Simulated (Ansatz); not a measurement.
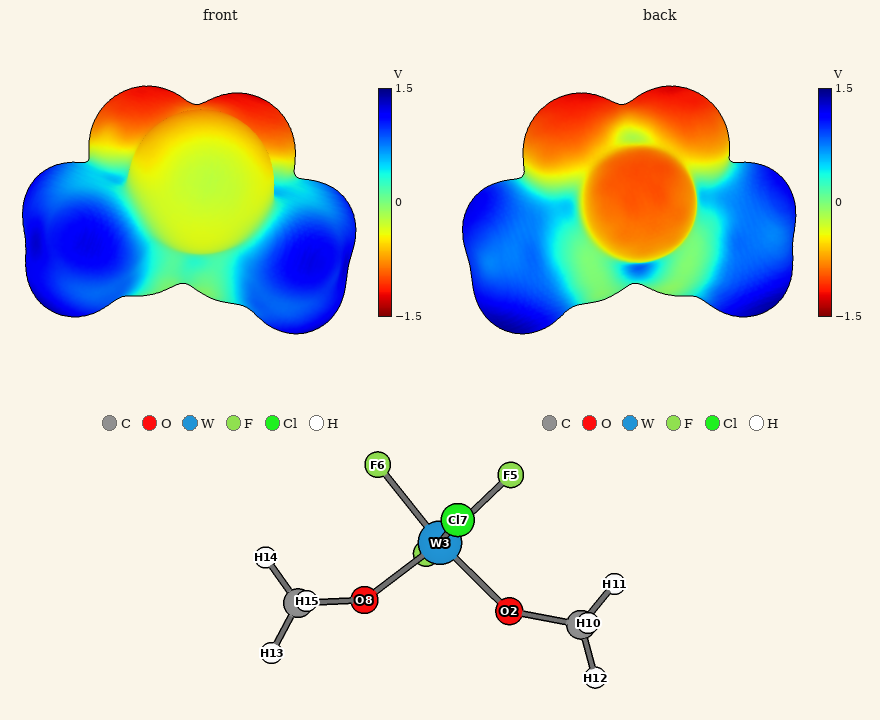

Figure. C$_{2}$H$_{6}$ClF$_{3}$O$_{2}$W (SMILES C[O][W]([F])([F])([F])([Cl])[O]C). The molecular electrostatic potential painted on the density surface at 0.002 e/bohr³, seen from the front and from behind; red is negative and blue positive. The bare structure is drawn below in the same view.

Geometry: PBE0-D4/def2-TZVP; core potentials replace the inner electrons of W.

Level of theory: Ansatz 0.2.0, RKS PBE0-D4/def2-TZVPP.

```xyz
15

C     2.0716    0.0720   -1.8343
O     0.8529   -0.1612   -1.1916
W    -0.5120    0.6039   -0.2502
F    -1.7883    0.1751   -1.5384
F    -0.1810    2.2093   -1.1494
F    -1.8093    1.5859    0.6707
Cl    1.0270    1.3004    1.3653
O    -0.9188   -0.8407    0.7899
C    -1.3883   -1.2582    2.0381
H     2.8388    0.2374   -1.0721
H     1.9859    0.9600   -2.4656
H     2.3294   -0.7984   -2.4392
H    -1.6235   -2.3224    1.9943
H    -2.2798   -0.6839    2.3022
H    -0.6045   -1.0793    2.7801
```

Question: Which sites attract a positive test charge, and which a negative one?

Answer: A positive charge is drawn to the negative regions and a negative charge to the positive ones. The most negative region (about −1.2 V) lies over F5 and F6, the most positive (about +1.4 V) over H12 and H13.
